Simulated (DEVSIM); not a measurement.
System: Ti/Al2O3/n-Ge capacitor, at 300 K.

```
layer (left to right)  material  thickness (nm)  Nd (cm⁻³)
---------------------  --------  --------------  ---------
1                         Al2O3            3.40          -
2                            Ge           16000     1.4e15
```

Metal gate on the left, work function 4.33 eV. Fixed charge at the semiconductor interface 0 cm⁻² (in units of +e); no interface traps.

This is a model device: material constants are rounded textbook-type values typed into the input, and sizes, dopings and lifetimes were drawn at random. Values at 300 K.

```csv
parameter,Al2O3,Ge
gap (eV),6.8,0.664
affinity (eV),1.35,4
permittivity,9,16
Nc (cm⁻³),-,1.04e19
Nv (cm⁻³),-,6e18
```

Model (solved in DEVSIM): 1D Poisson equation in equilibrium, Boltzmann statistics, complete ionisation; no quantum confinement or tunnelling. Metal contacts follow the ideal Schottky-Mott rule: no Fermi-level pinning, no interface dipoles.

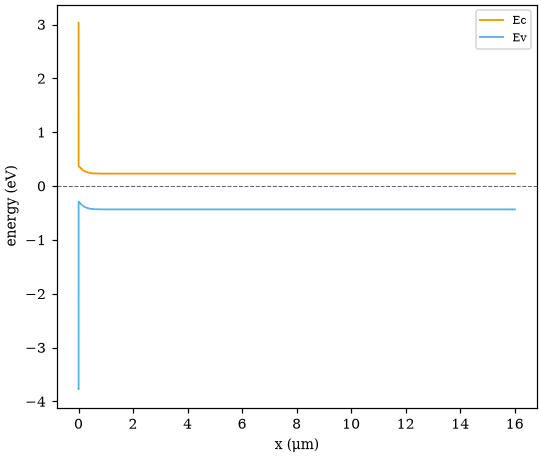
Fig. 1. Band edges at -0.05 V on the gate

Energies count from the Fermi level of the right contact; mesh points crowd at the junctions.

| x (μm) | Ec (eV) | Ev (eV) | n (cm⁻³) | p (cm⁻³) | field (V/cm) |
|---|---|---|---|---|---|
| 0.000 | 3.030 | -3.770 | < 1e2 | < 1e2 | -11000 |
| 0.001183 | 3.029 | -3.771 | < 1e2 | < 1e2 | -11000 |
| 0.002541 | 3.027 | -3.773 | < 1e2 | < 1e2 | -11000 |
| 0.003614 | 0.376 | -0.288 | 5.0e12 | 8.7e13 | -6200 |
| 0.006741 | 0.374 | -0.290 | 5.4e12 | 8.1e13 | -6200 |
| 0.01311 | 0.370 | -0.294 | 6.3e12 | 7.0e13 | -6000 |
| 0.02847 | 0.361 | -0.303 | 8.9e12 | 4.9e13 | -5800 |
| 0.08530 | 0.331 | -0.333 | 2.9e13 | 1.5e13 | -4900 |
| 0.2028 | 0.284 | -0.380 | 1.8e14 | 2.5e12 | -3100 |
| 0.4863 | 0.238 | -0.426 | 1.0e15 | 4.2e11 | -580 |
| 1.132 | 0.230 | -0.434 | 1.4e15 | 3.1e11 | ≈ 0 |
| 3.702 | 0.230 | -0.434 | 1.4e15 | 3.1e11 | ≈ 0 |
| 8.777 | 0.230 | -0.434 | 1.4e15 | 3.1e11 | ≈ 0 |
| 13.01 | 0.230 | -0.434 | 1.4e15 | 3.1e11 | ≈ 0 |
| 15.06 | 0.230 | -0.434 | 1.4e15 | 3.1e11 | ≈ 0 |
| 15.61 | 0.230 | -0.434 | 1.4e15 | 3.1e11 | ≈ 0 |
| 15.84 | 0.230 | -0.434 | 1.4e15 | 3.1e11 | ≈ 0 |
| 15.94 | 0.230 | -0.434 | 1.4e15 | 3.1e11 | ≈ 0 |
| 15.98 | 0.230 | -0.434 | 1.4e15 | 3.1e11 | ≈ 0 |
| 16.00 | 0.230 | -0.434 | 1.4e15 | 3.1e11 | ≈ 0 |
| 16.00 | 0.230 | -0.434 | 1.4e15 | 3.1e11 | ≈ 0 |
| 16.00 | 0.230 | -0.434 | 1.4e15 | 3.1e11 | ≈ 0 |
